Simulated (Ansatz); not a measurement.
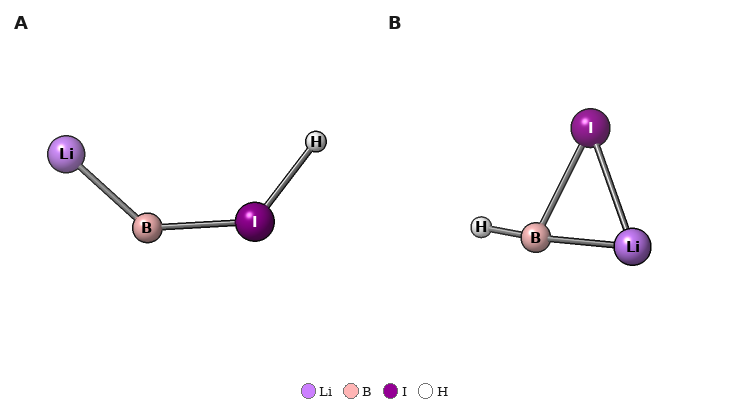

2 stationary structures of one formula. Geometries: PBE0-D4/def2-TZVP. Electronic energies: RHF-CCSD(T) (frozen core)/def2-TZVPP (Ansatz 0.2.0), without zero-point energy. No frequency run is at hand to confirm each as a minimum.

Question: Which structure is the most stable?

Answer: B is lowest (Cs); A lies 3.735 eV above it (Cs).
